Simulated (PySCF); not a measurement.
# C₅H₁₀Ge: what the fields show

```xyz
16

C     2.2423   -0.6269    0.4945
Ge    0.7266   -0.1239   -0.6759
C    -0.9171   -1.2072   -0.3769
C    -1.8789   -0.2192    0.2115
C    -1.5491    1.0558    0.3326
C    -0.2054    1.5452   -0.1175
H     1.9124   -0.6298    1.5298
H     2.6140   -1.6174    0.2492
H     3.0610    0.0795    0.3958
H     1.1815   -0.1048   -2.1234
H    -0.7657   -2.0417    0.3100
H    -1.3277   -1.6285   -1.2956
H    -2.8448   -0.5867    0.5308
H    -2.2322    1.7802    0.7557
H    -0.3226    2.2651   -0.9287
H     0.2983    2.0693    0.6965
```

Geometry: GFN2-xTB.

The calculation used PySCF 2.14.0, PBE0/def2-SVPD, SCF density, gas phase.

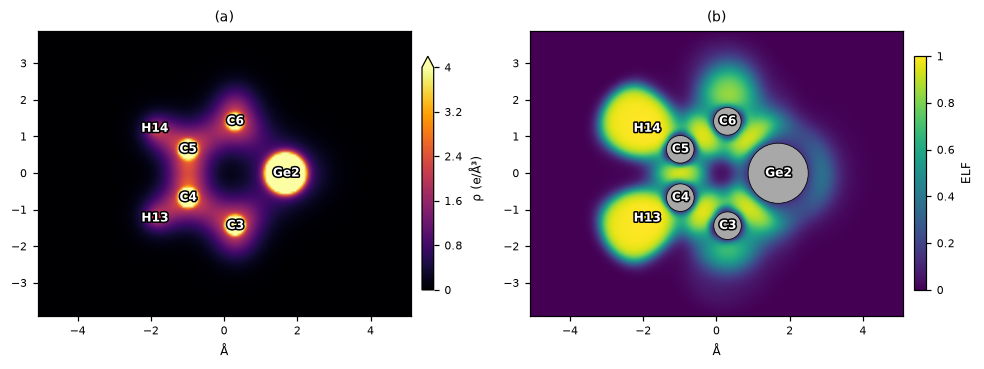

Figure 1. (a) total electron density; (b) electron localisation function on the plane of atoms Ge2, C3 and C4. Grey discs cover the atomic cores in the ELF map.

> What does the map show?

The section cuts through Ge, C and H sites. C–C (1.32 Å): ρ is about 2.3 e/Å³ halfway; the ELF peaks at about 0.95 between the atoms; a multiple bond. C–Ge (1.99 Å): ρ is about 0.84 e/Å³ halfway; the ELF peaks at about 0.95 in the valence shell of C, 0.7 Å from its nucleus, and is about 0.70 at the midpoint. C–H (1.08 Å): ρ is about 2 e/Å³ halfway; the ELF climbs to about 1 towards the hydrogen, as it does in any bond to H; a covalent bond by its length. C–C (1.50 Å): ρ at the midpoint is about 1.7 e/Å³; the ELF peaks at about 0.95 between the atoms (a covalent bond).

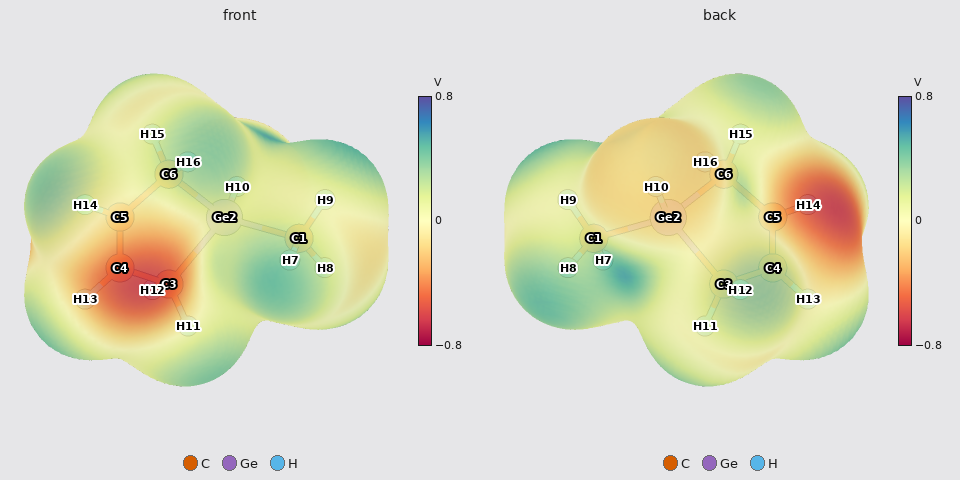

Figure 2. The molecular electrostatic potential painted on the density surface at 0.001 e/bohr³, seen from the front and from behind; red is negative and blue positive.

> Which sites attract a positive test charge, and which a negative one?

A positive charge is drawn to the negative regions and a negative charge to the positive ones. The most negative region (about −0.6 V) lies over the π face of C4 and C5, the most positive (about +0.5 V) over Ge2, H8 and H9.

> How polar is the molecule by this calculation?

Its dipole moment is 0.43 D.
